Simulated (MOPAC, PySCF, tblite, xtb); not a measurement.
Intermolecular potential of CF4 ··· C3H9Al (SMILES FC(F)(F)F and [CH3][Al]([CH3])[CH3]), singlet. Monomers: optimised at B3LYP-D3(BJ) (def2-TZVP and def2-SVP), held rigid. Orientation: lowest of the rigid-body minima from ten starts at GFN2-xTB. Only R, the distance of the centres of mass, is varied, so the lowest point isn't the relaxed dimer.

Geometry at R = 3.11 Å (first 5 atoms: monomer A):
```
18

F     -0.8489    -0.5254    -0.8726
C      0.0000     0.0000     0.0000
F     -0.1997     1.3086     0.0772
F     -0.1949    -0.5481     1.1915
F      1.2435    -0.2352    -0.3960
C     -2.2807     1.6753     2.3613
Al    -2.9332     0.5302     0.9019
C     -3.1884    -1.3963     1.2028
C     -3.3329     1.3115    -0.8578
H     -1.3138     1.3078     2.7512
H     -2.1454     2.7304     2.0725
H     -2.9778     1.6520     3.2194
H     -2.9395    -1.7237     2.2255
H     -2.5711    -1.9892     0.5030
H     -4.2348    -1.6916     1.0027
H     -3.6950     0.5791    -1.5977
H     -2.4382     1.8020    -1.2837
H     -4.0974     2.1056    -0.7723
```

Levels: PM6, restricted, heats of formation (MOPAC); RHF/3-21G = restricted Hartree-Fock/3-21G, no counterpoise correction (PySCF); PM3, restricted, heats of formation (MOPAC); GFN2-xTB (tblite); GFN1-xTB (xtb).

Interaction energies in kJ/mol (negative: bound); R is the distance of the centres of mass, d the F1···H14 distance.

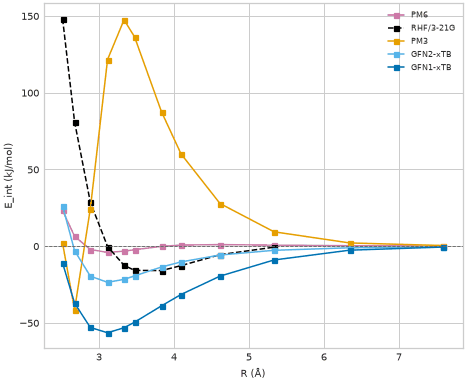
Figure. Interaction energy against separation.

```csv
R / Å,d / Å,PM6,RHF/3-21G,PM3,GFN2-xTB,GFN1-xTB
2.51,2.29,23.28,148.28,1.96,26.28,-10.87
2.67,2.37,6.47,81.06,-41.35,-2.91,-37.14
2.88,2.50,-2.15,28.74,24.41,-19.52,-52.94
3.11,2.65,-4.06,-0.20,121.65,-23.54,-56.41
3.33,2.80,-3.23,-12.46,147.55,-21.60,-53.14
3.47,2.90,-2.29,-15.74,136.41,-19.35,-49.54
3.83,3.17,-0.12,-15.89,87.51,-13.57,-38.84
4.09,3.38,0.73,-12.65,60.15,-10.23,-31.48
4.61,3.82,1.06,-5.53,27.81,-5.74,-19.50
5.33,4.45,0.68,-0.63,9.39,-2.67,-8.98
6.34,5.37,0.32,—,2.13,-1.03,-2.59
7.59,6.55,0.14,—,0.43,-0.39,-0.54
```

Lowest grid point: PM6 -4.06 kJ/mol at R = 3.11 Å; RHF/3-21G -15.89 kJ/mol at R = 3.83 Å; PM3 -41.35 kJ/mol at R = 2.67 Å; GFN2-xTB -23.54 kJ/mol at R = 3.11 Å; GFN1-xTB -56.41 kJ/mol at R = 3.11 Å.

Dashes: no converged value, or the column stops at the first point that the program doubted or that broke a chosen test of continuity, which isn't proof of a fault.
